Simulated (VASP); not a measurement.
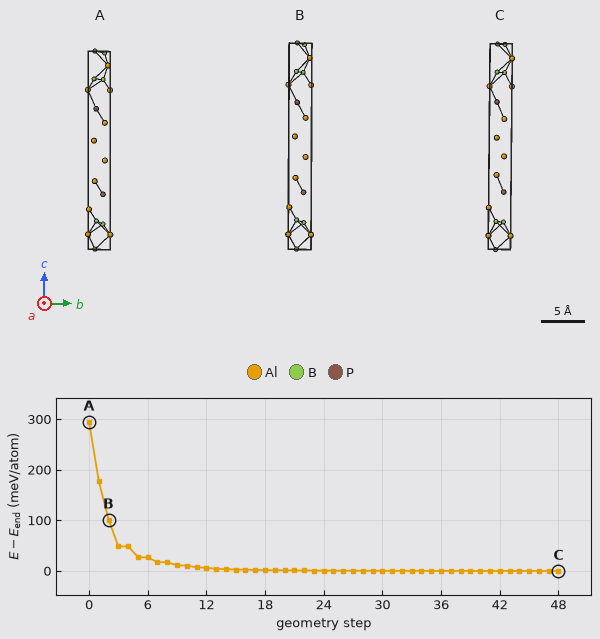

Frames of a relaxation of crystalline Al4B3P (a generated structure, set up in P1), marked on the history of the run. Style: ball-and-stick. Shown: the cell of the calculation, along the a axis.

The run lets cell and atoms move.

The calculation used Kohn-Sham DFT of a periodic cell, PBE, VASP PAW PBE potentials, recommended (VASP 6.6.1).

Input file:
```
PREC = Normal
ENCUT = 520
EDIFF = 1E-5
ISMEAR = 0
SIGMA = 0.15
LREAL = Auto
LASPH = True
NELM = 80
ALGO = Fast
ISIF = 3
LWAVE = False
LCHARG = False
GGA = PE
IBRION = 2
NSW = 110
EDIFFG = -0.03
ISYM = 0
KPAR = 2
```

Launched with:
```bash
cat potpaw_PBE.64/Al/POTCAR potpaw_PBE.64/B/POTCAR potpaw_PBE.64/P/POTCAR > POTCAR
mpirun -np 2 vasp_std > vasp.out
```

What happens along the run?

Answer. The energy falls by 295 meV per atom in 48 geometry steps. Largest force component: 5.8 eV/Å at the start, 0.021 eV/Å at the end. The pressure goes from 14.71 to 0.00 GPa. An Al atom moves most relative to the cell: 0.44 Å along [0 3 1]. By element the largest moves are Al 0.44 Å, P 0.40 Å, B 0.28 Å. The drawn cell changes as follows: a 3.052 → 3.017 Å (−1.1 %), b 3.024 → 3.017 Å (−0.2 %), c 23.246 → 24.122 Å (+3.8 %), α 91.0° → 90.0°, β 89.9° → 90.0°, γ 120.5° → 120.0°; the volume changes by +2.9 %. Among the contacts that change: Al–B 1.945 → 2.414 Å, Al–P 2.992 → 2.525 Å, Al–P 2.226 → 2.662 Å, Al–B 1.966 → 2.382 Å. Bond angles that change, for instance: Al–B–B 91.2° → 69.6°, B–B–B 137.4° → 120.0°, B–B–B 104.4° → 120.0°. The space group stays P1 (No. 1). From step 0 to 2: an Al atom moves most (0.18 Å), volume +8.4 %, energy −194 meV per atom. From step 2 to 48: Al atoms move most (0.38 Å), volume −5.1 %, energy −102 meV per atom.
